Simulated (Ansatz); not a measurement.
# LaCoSi3 (I4mm): the equilibrium volume, part 2 of 2

Aim: the volume at which the pressure of LaCoSi3 (I4mm) vanishes.

Ansatz 0.2.0; DFT r²SCAN, scalar-relativistic, plane waves, PAW. The steps go on from the part before.

## Step 3: Relaxing cell and atoms

The input, input.yaml:

```yaml
crystal:
  lattice:
    - [-2.08915491, 2.08915491, 4.83638271]
    - [2.08915491, -2.08915491, 4.83638271]
    - [2.08915491, 2.08915491, -4.83638271]
  atoms:
    - { symbol: Co, position: [0.66192872, 0.66192872, 0.0] }
    - { symbol: La, position: [0.0049585, 0.0049585, 0.0] }
    - { symbol: Si, position: [0.42529671, 0.42529671, 0.0] }
    - { symbol: Si, position: [0.26140753, 0.76140753, 0.5] }
    - { symbol: Si, position: [0.76140753, 0.26140753, 0.5] }
basis:
  ecutwfc: 500
kpoints:
  mp_grid: { grid: [10, 10, 10] }
hamiltonian:
  xc: r2scan
scf:
  occupations: { method: gaussian, width: 0.05 }
output:
  forces: true
  stress: true
  eigenvalues: true
relax:
  adjacent_minimum: "off"
  f_tol: 0.005
  max_steps: 80
  cell: { stress_tol: 0.05 }
```

Started as:

```bash
$ ansatz run input.yaml --threads 8 --pin off --max-ram 14336MiB --backend cpu --events-out ev --progress --plain --runs-dir out
```

The log of the run:

```text
Warning: RAYON_NUM_THREADS=8 ignored (pool sized by the plan → 8); use --threads N
Engine: ansatz 0.2.0, aarch64-unknown-linux-gnu
Pseudopotentials: kind: paw
Pseudopotential: Co, paw, valence charge 17, recommended cutoff 500 eV (meta_gga), Co.paw.azcp
Pseudopotential: La, paw, valence charge 11, recommended cutoff 500 eV (meta_gga), La.paw.azcp
Pseudopotential: Si, paw, valence charge 4, recommended cutoff 500 eV (meta_gga), Si.paw.azcp
Functional definition: r2SCAN
  parameter k0 = 0.174
  parameter k1 = 0.065
  parameter a1 = 4.9479
  exchange = r2scan_x(k0 = k0, k1 = k1, a1 = a1)
  correlation = r2scan_c
Crystal: 5 atoms, lattice volume = 84.435 Å³
Basis set: ecut = 500 eV, 2145 PW (Γ), exchange–correlation on 180×180×180 points (64 copies of the dense FFT grid, shifted against one another)
Bands: 25, of which v1, the nominal top of the filled ones, is band 20 counted from 1 (19 counted from 0)
Symmetry: 8 space group operations
Space group: I4mm (ITA 107), of the structure as read, at distance tolerance 4.4e-5 Å
k-points: 102 of 1000 (time reversal used)
Non-local potential: Co, projectors of the file, l = 0: 3, l = 1: 2, l = 2: 3, l = 3: 1
Non-local potential: La, projectors of the file, l = 0: 3, l = 1: 2, l = 2: 2, l = 3: 3
Non-local potential: Si, projectors of the file, l = 0: 2, l = 1: 2, l = 2: 2
PAW form: soft (Blöchl's): semilocal exchange-correlation on the pseudo side does not see the compensation charge
PAW frozen core: Co, regenerated for the run's functional (the file was generated under x = pbe(κ = 0.804, μ = 0.2195149727645171), c = pbe(β = 0.06672455060314922))
PAW frozen core: La, regenerated for the run's functional (the file was generated under x = pbe(κ = 0.804, μ = 0.2195149727645171), c = pbe(β = 0.06672455060314922))
PAW frozen core: Si, regenerated for the run's functional (the file was generated under x = pbe(κ = 0.804, μ = 0.2195149727645171), c = pbe(β = 0.06672455060314922))
PAW one-centre angular grid: Co, 590 points (default); XC on 160 Gauss nodes
PAW one-centre angular grid: La, 974 points (default); XC on 160 Gauss nodes
PAW one-centre angular grid: Si, 302 points (default); XC on 160 Gauss nodes
Initial density: superposition of atomic densities (neutral atoms: chi_scale 0, normalization atom), corrected by the library's trained network
Initial wavefunctions: pseudopotential atomic-orbital guess
Functional: x = r2scan, c = r2scan; τ floored in thin density (d = 2e-4 eV/Å³)
SCF iter   1: F=—  HF=-13316.444672 eV  |F-HF|=—  |Δ(HF+E_count)|=         —  Δρ=3.26e-2  dr2=8.98e-1  dr2_τ=6.61e-2  ethr=1.77e-3  ⟨swp⟩=6.2  Hψ=12548  notcnv=0
preconditioner: auto → Kerker (q_TF=auto, 2.409 Å⁻¹)  [metal: Δε(μ)=0.019 eV  Ē_g=8.636 eV  σ=0.050 eV  W_gap=0.21  n_scr=14 (ndim 8)  ℏωp=22.1 eV  f_vac=0.000  D(μ)=1.70/eV (n_scr^D=10)]
SCF iter   2: F=—  HF=-13316.787047 eV  |F-HF|=—  |Δ(HF+E_count)|=   3.42e-1  Δρ=8.03e-2  dr2=4.07e0  dr2_τ=3.18e-2  ethr=1.77e-3  ⟨swp⟩=3.5  Hψ=5566  notcnv=0  defer=82  recentre
SCF iter   3: F=—  HF=-13316.540342 eV  |F-HF|=—  |Δ(HF+E_count)|=   2.47e-1  Δρ=1.07e-2  dr2=1.33e-1  dr2_τ=4.62e-4  ethr=1.77e-3  ⟨swp⟩=3.1  Hψ=4086  notcnv=0  defer=82
SCF iter   4: F=—  HF=-13316.528985 eV  |F-HF|=—  |Δ(HF+E_count)|=   1.14e-2  Δρ=3.97e-3  dr2=1.01e-2  dr2_τ=2.39e-4  ethr=3.33e-4  ⟨swp⟩=3.1  Hψ=4048  notcnv=0  defer=79
SCF iter   5: F=—  HF=-13316.529171 eV  |F-HF|=—  |Δ(HF+E_count)|=   1.86e-4  Δρ=2.69e-3  dr2=4.48e-3  dr2_τ=2.03e-4  ethr=2.52e-5  ⟨swp⟩=2.6  Hψ=4404  notcnv=0  defer=79
SCF iter   6: F=—  HF=-13316.529187 eV  |F-HF|=—  |Δ(HF+E_count)|=   1.61e-5  Δρ=4.12e-4  dr2=2.37e-4  dr2_τ=7.63e-6  ethr=1.12e-5  ⟨swp⟩=2.1  Hψ=3424  notcnv=0  defer=79
SCF iter   7: F=—  HF=-13316.529228 eV  |F-HF|=—  |Δ(HF+E_count)|=   4.14e-5  Δρ=5.17e-4  dr2=1.97e-4  dr2_τ=2.05e-6  ethr=5.93e-7  ⟨swp⟩=2.5  Hψ=4061  notcnv=0  defer=79
SCF iter   8: F=—  HF=-13316.529226 eV  |F-HF|=—  |Δ(HF+E_count)|=   2.50e-6  Δρ=1.19e-4  dr2=7.85e-6  dr2_τ=2.02e-7  ethr=4.92e-7  ⟨swp⟩=2.1  Hψ=2948  notcnv=0  defer=79
SCF iter   9: F=—  HF=-13316.529265 eV  |F-HF|=—  |Δ(HF+E_count)|=   3.90e-5  Δρ=6.35e-5  dr2=2.49e-6  dr2_τ=9.52e-8  ethr=1.96e-8  ⟨swp⟩=1.7  Hψ=2871  notcnv=0  defer=79
SCF iter  10: F=-13316.529265 eV  HF=-13316.529265 eV  |F-HF|=9.09e-9  |Δ(HF+E_count)|=   1.19e-7  Δρ=4.35e-6  dr2=2.88e-8  dr2_τ=1.62e-9  ethr=2.50e-10  ⟨swp⟩=9.6  Hψ=13286  notcnv=0
SCF 1 converged in 10 iterations: F = -13316.529265 eV  dr2 = 2.88e-8
relax step   1: F+E_penalty+E_count = -13316.52926476 eV  Δ(F+E_penalty+E_count) = +0.000e0 eV  max|allowed force component| = 3.710e-2 eV/Å  Δτ_max = 0.0000 Å  P = -1.038 GPa  Ω = 84.435 Å³  (10 SCF iters, dr2 threshold 1.00e-7 eV, accepted)
Crystal: 5 atoms, lattice volume = 83.720 Å³
Basis set: ecut = 500 eV, 2121 PW (Γ), exchange–correlation on 180×180×180 points (64 copies of the dense FFT grid, shifted against one another)
Initial density: handed on by an earlier stage of this run
Initial wavefunctions: those handed on with the density
iter 1 solved again at ethr=5.48e-6 eV; its pass at ethr=3.10e-3 eV (dr2=2.19e-3 eV) is discarded
SCF iter   1: F=—  HF=-13316.529032 eV  |F-HF|=—  |Δ(HF+E_count)|=         —  Δρ=1.69e-3  dr2=1.91e-3  dr2_τ=2.57e-3  ethr=5.48e-6  ⟨swp⟩=2.0  Hψ=16361  notcnv=0
preconditioner: auto → Kerker (q_TF=auto, 2.412 Å⁻¹)  [metal: Δε(μ)=0.016 eV  Ē_g=8.524 eV  σ=0.050 eV  W_gap=0.18  n_scr=14 (ndim 8)  ℏωp=22.2 eV  f_vac=0.000  D(μ)=1.75/eV (n_scr^D=10)]
SCF iter   2: F=—  HF=-13316.532431 eV  |F-HF|=—  |Δ(HF+E_count)|=   3.40e-3  Δρ=4.29e-3  dr2=1.19e-2  dr2_τ=6.19e-5  ethr=4.78e-6  ⟨swp⟩=2.0  Hψ=4964  notcnv=0  recentre
SCF iter   3: F=—  HF=-13316.531651 eV  |F-HF|=—  |Δ(HF+E_count)|=   7.80e-4  Δρ=3.47e-4  dr2=1.57e-4  dr2_τ=3.86e-6  ethr=4.78e-6  ⟨swp⟩=2.0  Hψ=3667  notcnv=0
SCF iter   4: F=—  HF=-13316.531680 eV  |F-HF|=—  |Δ(HF+E_count)|=   2.95e-5  Δρ=1.58e-4  dr2=4.86e-5  dr2_τ=1.17e-6  ethr=3.92e-7  ⟨swp⟩=2.4  Hψ=4004  notcnv=0
SCF iter   5: F=—  HF=-13316.531674 eV  |F-HF|=—  |Δ(HF+E_count)|=   6.40e-6  Δρ=9.38e-5  dr2=1.46e-5  dr2_τ=7.29e-8  ethr=1.22e-7  ⟨swp⟩=2.5  Hψ=4513  notcnv=0
SCF iter   6: F=—  HF=-13316.531675 eV  |F-HF|=—  |Δ(HF+E_count)|=   9.06e-7  Δρ=1.77e-4  dr2=1.69e-5  dr2_τ=2.28e-7  ethr=3.65e-8  ⟨swp⟩=2.0  Hψ=3213  notcnv=0
SCF iter   7: F=—  HF=-13316.531675 eV  |F-HF|=—  |Δ(HF+E_count)|=   3.89e-7  Δρ=3.56e-5  dr2=9.26e-7  dr2_τ=4.89e-8  ethr=3.65e-8  ⟨swp⟩=1.0  Hψ=2557  notcnv=0
SCF iter   8: F=-13316.531674 eV  HF=-13316.531675 eV  |F-HF|=7.20e-8  |Δ(HF+E_count)|=   2.74e-8  Δρ=1.51e-5  dr2=2.56e-7  dr2_τ=2.06e-9  ethr=1.25e-9  ⟨swp⟩=5.7  Hψ=10759  notcnv=0
SCF 2 converged in 8 iterations: F = -13316.531674 eV  dr2 = 2.56e-7
relax step   2: F+E_penalty+E_count = -13316.53167446 eV  Δ(F+E_penalty+E_count) = -2.410e-3 eV  max|allowed force component| = 3.735e-2 eV/Å  Δτ_max = 0.0029 Å  P = +0.006 GPa  Ω = 83.720 Å³  energy of the carried Pulay correction = +1.887e-4 eV  (8 SCF iters, dr2 threshold 5.00e-7 eV, accepted)
Crystal: 5 atoms, lattice volume = 83.702 Å³
iter 1 solved again at ethr=1.47e-6 eV; its pass at ethr=3.10e-3 eV (dr2=5.87e-4 eV) is discarded
SCF iter   1: F=—  HF=-13316.531457 eV  |F-HF|=—  |Δ(HF+E_count)|=         —  Δρ=5.79e-4  dr2=5.75e-4  dr2_τ=2.06e-4  ethr=1.47e-6  ⟨swp⟩=1.8  Hψ=14136  notcnv=0
preconditioner: auto → Kerker (q_TF=auto, 2.412 Å⁻¹)  [metal: Δε(μ)=0.020 eV  Ē_g=8.524 eV  σ=0.050 eV  W_gap=0.22  n_scr=14 (ndim 8)  ℏωp=22.2 eV  f_vac=0.000  D(μ)=1.61/eV (n_scr^D=10)]
SCF iter   2: F=—  HF=-13316.531819 eV  |F-HF|=—  |Δ(HF+E_count)|=   3.62e-4  Δρ=1.25e-3  dr2=9.64e-4  dr2_τ=8.88e-6  ethr=1.44e-6  ⟨swp⟩=2.0  Hψ=4003  notcnv=0
SCF iter   3: F=—  HF=-13316.531757 eV  |F-HF|=—  |Δ(HF+E_count)|=   6.11e-5  Δρ=3.81e-4  dr2=1.53e-4  dr2_τ=1.18e-5  ethr=1.44e-6  ⟨swp⟩=1.8  Hψ=2726  notcnv=0
SCF iter   4: F=—  HF=-13316.531730 eV  |F-HF|=—  |Δ(HF+E_count)|=   2.78e-5  Δρ=7.90e-5  dr2=1.47e-5  dr2_τ=2.03e-7  ethr=3.83e-7  ⟨swp⟩=2.2  Hψ=3540  notcnv=0
SCF iter   5: F=—  HF=-13316.531773 eV  |F-HF|=—  |Δ(HF+E_count)|=   4.38e-5  Δρ=8.54e-5  dr2=6.02e-6  dr2_τ=3.64e-8  ethr=3.68e-8  ⟨swp⟩=2.1  Hψ=3778  notcnv=0
SCF iter   6: F=—  HF=-13316.531774 eV  |F-HF|=—  |Δ(HF+E_count)|=   3.23e-7  Δρ=4.68e-5  dr2=1.48e-6  dr2_τ=1.78e-8  ethr=1.51e-8  ⟨swp⟩=2.0  Hψ=3087  notcnv=0
SCF iter   7: F=—  HF=-13316.531774 eV  |F-HF|=—  |Δ(HF+E_count)|=   7.93e-9  Δρ=2.54e-5  dr2=4.49e-7  dr2_τ=1.30e-8  ethr=3.70e-9  ⟨swp⟩=1.0  Hψ=2550  notcnv=0
SCF iter   8: F=-13316.531774 eV  HF=-13316.531774 eV  |F-HF|=5.15e-10  |Δ(HF+E_count)|=   1.21e-8  Δρ=3.42e-6  dr2=1.32e-8  dr2_τ=4.67e-10  ethr=2.18e-10  ⟨swp⟩=3.3  Hψ=9885  notcnv=0
SCF 3 converged in 8 iterations: F = -13316.531774 eV  dr2 = 1.32e-8
relax step   3: F+E_penalty+E_count = -13316.53177371 eV  Δ(F+E_penalty+E_count) = -9.925e-5 eV  max|allowed force component| = 2.826e-2 eV/Å  Δτ_max = 0.0051 Å  P = +0.025 GPa  Ω = 83.702 Å³  energy of the carried Pulay correction = +1.936e-4 eV  (8 SCF iters, dr2 threshold 8.72e-8 eV, accepted)
[... 11 lines left out ...]
relax step   4: F+E_penalty+E_count = -13316.53182319 eV  Δ(F+E_penalty+E_count) = -4.948e-5 eV  max|allowed force component| = 5.140e-3 eV/Å  Δτ_max = 0.0027 Å  P = -0.003 GPa  Ω = 83.732 Å³  energy of the carried Pulay correction = +1.857e-4 eV  (7 SCF iters, dr2 threshold 4.99e-8 eV, accepted)
[... 10 lines left out ...]
relax step   5: F+E_penalty+E_count = -13316.53182688 eV  Δ(F+E_penalty+E_count) = -3.689e-6 eV  max|allowed force component| = 6.518e-4 eV/Å  Δτ_max = 0.0008 Å  P = +0.004 GPa  Ω = 83.732 Å³  energy of the carried Pulay correction = +1.857e-4 eV  (7 SCF iters, dr2 threshold 1.65e-9 eV, accepted)
Initial wavefunctions: pseudopotential atomic-orbital guess (no wavefunctions were taken with the density)
iter 1 solved again at ethr=3.02e-6 eV; its pass at ethr=3.10e-3 eV (dr2=1.21e-3 eV) is discarded
SCF iter   1: F=—  HF=-13316.531591 eV  |F-HF|=—  |Δ(HF+E_count)|=         —  Δρ=1.42e-5  dr2=4.12e-8  dr2_τ=8.15e-8  ethr=3.02e-6  ⟨swp⟩=2.7  Hψ=18038  notcnv=0
eigensolver tolerance schedule: the retry pair's looser diagonalisation over-reported the residual by 29365.11 of it (diagonalisation noise at an unbounded share of the residual, at the tolerance the schedule requests for it); recorded, not acted on — ethr = c·dr2/N_el stays at c = 1.0e-1
SCF iter   2: F=—  HF=-13316.531641 eV  |F-HF|=—  |Δ(HF+E_count)|=   4.94e-5  Δρ=3.07e-5  dr2=6.21e-7  dr2_τ=1.52e-8  ethr=1.03e-10  ⟨swp⟩=3.6  Hψ=6491  notcnv=0
SCF iter   3: F=—  HF=-13316.531641 eV  |F-HF|=—  |Δ(HF+E_count)|=   3.67e-8  Δρ=3.35e-5  dr2=6.75e-7  dr2_τ=5.97e-9  ethr=1.03e-10  ⟨swp⟩=2.6  Hψ=4750  notcnv=0
SCF iter   4: F=—  HF=-13316.531640 eV  |F-HF|=—  |Δ(HF+E_count)|=   5.57e-8  Δρ=3.37e-6  dr2=3.90e-9  dr2_τ=3.32e-10  ethr=1.03e-10  ⟨swp⟩=2.0  Hψ=4591  notcnv=0
SCF iter   5: F=—  HF=-13316.531640 eV  |F-HF|=—  |Δ(HF+E_count)|=   2.40e-9  Δρ=3.56e-6  dr2=7.33e-9  dr2_τ=3.09e-10  ethr=9.75e-12  ⟨swp⟩=2.0  Hψ=3213  notcnv=0
SCF iter   6: F=—  HF=-13316.531640 eV  |F-HF|=—  |Δ(HF+E_count)|=  2.36e-11  Δρ=3.36e-7  dr2=5.26e-11  dr2_τ=1.75e-11  ethr=9.75e-12  ⟨swp⟩=2.0  Hψ=3115  notcnv=0
SCF iter   7: F=-13316.531640 eV  HF=-13316.531640 eV  |F-HF|=3.64e-12  |Δ(HF+E_count)|=  5.09e-11  Δρ=6.81e-8  dr2=3.55e-12  dr2_τ=2.66e-13  ethr=1.00e-12  ⟨swp⟩=4.5  Hψ=9455  notcnv=0
SCF 6 converged in 7 iterations: F = -13316.531640 eV  dr2 = 3.55e-12
relax step   6: F+E_penalty+E_count = -13316.53164049 eV  Δ(F+E_penalty+E_count) = +1.864e-4 eV  max|allowed force component| = 6.414e-4 eV/Å  Δτ_max = 0.0000 Å  P = +0.004 GPa  Ω = 83.732 Å³  stress off target by 7.54e-3 GPa  SCF on the basis re-selected at this cell (its energy is not comparable with the rows above)  (7 SCF iters)
basis re-selected at this cell: Δ(F+E_penalty+E_count) = +1.864e-4 eV, ΔP = -0.001 GPa vs the last step (what re-selecting the basis moved, of the pressure what is left beyond the Pulay correction that the steps carried, after the strain that the cell walked since its last selection, with what the two solves' SCF thresholds leave and, on support functions, any second-order correction that the steps lacked; it is no measure of the basis error at this ecutwfc). This SCF's stress stands 7.54e-3 GPa from its target on what of the cell is left free (relax.cell.stress_tol is 5.00e-2 GPa) and its largest allowed force component is 6.41e-4 eV/Å (relax.f_tol is 5.00e-3 eV/Å): within both
SCF converged after 7 iterations
Free energy (F): -13316.531640 eV
Harris-Foulkes:  -13316.531640 eV  (|F-HF|=3.64e-12)
Internal energy: -13316.529558 eV  (E = F + TS)
E sigma→0 (E₀):  -13316.530599 eV
Entropy (-TS):   -0.002082 eV (-0.416 meV/atom)
Fermi energy:    12.670825 eV
--- Per-component energies (eV) ---
  E_band       = -313.141500
  E_kinetic    = 778.408679
  E_local      = -4700.482494  (includes V_loc(G=0)·N_el)
  E_nonlocal   = 623.011189
  E_hartree    = 2041.794135
  E_xc         = -449.406385
  E_vxc        = -547.785636  (∫ρ·V_xc dr)
  E_paw        = -8520.239582  (= ΣΔE_a)
  E_vpaw       = -579.395663  (= ΣTr[D̂ρ^β])
  E_aug_tail   = 0.000049  (compensation charges beyond the density's cutoff)
  E_vtau       = 29.514016  (kinetic-family band-sum trace: ∫τ·v_τ [+ j·A + Jᵃ·Aᵃ] dr)
  E_ewald      = -3089.159156
  E_core_change = -0.455993  (= ΣΔE_core)
  E_smearing   = -0.002082  (= −TS)
  E_closure    = 0.000000  (closes the sum)
  Σ components = -13316.531640   (vs F -13316.531640, Δ=0.00e0)
--- Forces (eV/Å), atoms counted from 1 ---
  atom   1  Co    -0.00000000     0.00000000    -0.00037181
  atom   2  La     0.00000000     0.00000000    -0.00001022
  atom   3  Si    -0.00000000    -0.00000000    -0.00064147
  atom   4  Si    -0.00000000     0.00000000     0.00051154
  atom   5  Si     0.00000000     0.00000000     0.00051154
  max |Σ_I F_I| component: 4.27e-7 eV/Å
--- Stress (GPa, compression-positive) ---
        0.007537       0.000000       0.000000
        0.000000       0.007537       0.000000
        0.000000       0.000000      -0.004003
  P = ⅓ Tr σ = 0.0037 GPa (0.037 kbar)
--- Band table (eV; the first three rows and the last of 102) ---
  k-point 0: bands = ["-85.5191", "-47.3900", "-47.3900", "-47.3203", "-20.5760", "-4.2047", "-3.8940", "-3.8940", "0.3237", "6.0471", "7.2283", "7.9886", "7.9886", "8.5478", "9.6900", "10.7699", "10.9455", "11.5470", "11.5470", "12.7189", "12.7189", "13.7403", "14.3024", "15.2109", "15.5553"]
  k-point 1: bands = ["-85.5191", "-47.3900", "-47.3900", "-47.3202", "-20.5708", "-4.1951", "-3.9640", "-3.9318", "0.5535", "6.0359", "6.3425", "7.6267", "8.7004", "9.0351", "10.0706", "10.6592", "10.8624", "11.5575", "11.6757", "11.7308", "12.5649", "14.2022", "14.3549", "15.4254", "15.4950"]
  k-point 2: bands = ["-85.5191", "-47.3901", "-47.3901", "-47.3202", "-20.5574", "-4.1838", "-4.0970", "-4.0289", "1.1632", "5.3404", "5.8101", "7.5567", "9.1205", "9.1926", "10.2267", "10.6011", "10.8206", "11.0130", "11.4810", "11.7727", "12.9892", "14.5745", "14.9832", "15.1370", "15.4211"]
  k-point 101: bands = ["-85.5191", "-47.3900", "-47.3900", "-47.3203", "-20.5724", "-4.4883", "-3.9092", "-3.9092", "1.5069", "4.2248", "6.7208", "8.5075", "8.5075", "9.3534", "10.8417", "10.9064", "10.9064", "10.9687", "12.5228", "13.4054", "13.4054", "14.0664", "14.6479", "15.0163", "15.1233"]
--- Relaxed structure (5 steps of the walk, 5 accepted, 1 SCFs on fresh bases) ---
  F+E_penalty+E_count = -13316.53164049 eV   max|allowed force component| = 6.414e-4 eV/Å   (the final SCF, on the basis selected at the relaxed cell)
  cell:  # Å, volume = 83.7315 Å³
    - [-2.083749400372199, 2.083749400372199, 4.821010392938445]
    - [2.083749400372199, -2.083749400372199, 4.821010392938445]
    - [2.083749400372199, 2.083749400372199, -4.821010392938445]
  atoms:
    - { symbol: Co, position: [0.6620763323992178, 0.6620763323992178, 2.0272888109509994e-34] }
    - { symbol: La, position: [0.004843459978928389, 0.004843459978928389, 2.398324585928077e-34] }
    - { symbol: Si, position: [0.42544358418026623, 0.42544358418026623, -1.5120569695562061e-33] }
    - { symbol: Si, position: [0.2613178067207938, 0.7613178067207937, 0.49999999999999994] }
    - { symbol: Si, position: [0.7613178067207937, 0.2613178067207938, 0.49999999999999994] }
```

Run time: 49 s. Hardware: 8 threads of Arm Neoverse V1, shared host; peak memory 0.98 GiB.

Relaxation path:

```
step  energy from step 1 (meV/atom)  largest force component (eV/Å)  pressure (GPa)  volume (Å³/atom)
   1                            0.0                           0.037           -1.04            16.887
   2                           -0.5                           0.037            0.01            16.744
   3                           -0.5                           0.028            0.03            16.740
   4                           -0.5                           0.005            0.00            16.746
   5                           -0.5                           0.001            0.00            16.746
   6                           -0.5                           0.001            0.00            16.746
```

Step 1 is the start. Step 6 repeats the geometry before it on a plane-wave basis chosen anew for the final cell, which leaves the energy as it was. The run keeps the 8 symmetry operations that it found, so it can't reach a distortion that breaks them.

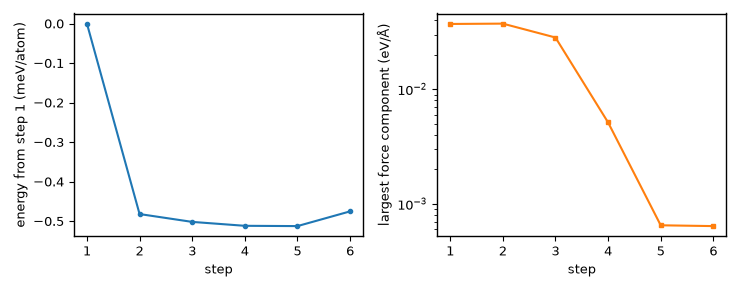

Energy (left) and largest force (right) by step.

In short: volume 16.746 Å³/atom, pressure 0.00 GPa, no gap.

## Step 4: The cell, before and after

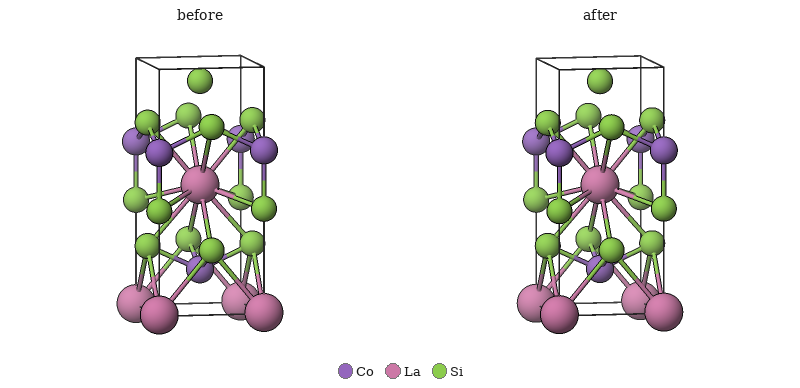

Before and after, drawn at the same scale. Drawn in the start's conventional cell.

How the cell compares, before and after:

| cell as typed | before | after | change |
| --- | --- | --- | --- |
| a (Å) | 5.667 | 5.650 | -0.3 % |
| b (Å) | 5.667 | 5.650 | -0.3 % |
| c (Å) | 5.667 | 5.650 | -0.3 % |
| α (°) | 136.74 | 136.72 | -0.02° |
| β (°) | 136.74 | 136.72 | -0.02° |
| γ (°) | 62.84 | 62.87 | +0.03° |
| volume (Å³/atom) | 16.887 | 16.746 | -0.8 % |
| shortest distance (Å) | 2.289 | 2.282 | -0.3 % |
| space group | I4mm | I4mm | same |

## Step 5: Results

This closing draws on all 2 parts. Changes of volume or cell count from the first structure of part 1.

| quantity | value |
| --- | --- |
| volume | 16.746 Å³/atom |
| pressure | 0.00 GPa |
| conventional cell | a = 4.167 Å, b = 4.167 Å, c = 9.642 Å, α = 90.00°, β = 90.00°, γ = 90.00° |
| gap on the mesh | none (metal) |

Over the 2 runs shown the cell moved from 16.89 to 16.75 Å³/atom, a change of -0.8 %, where the pressure is zero within 0.01 GPa. Spin polarisation wasn't allowed in this run.
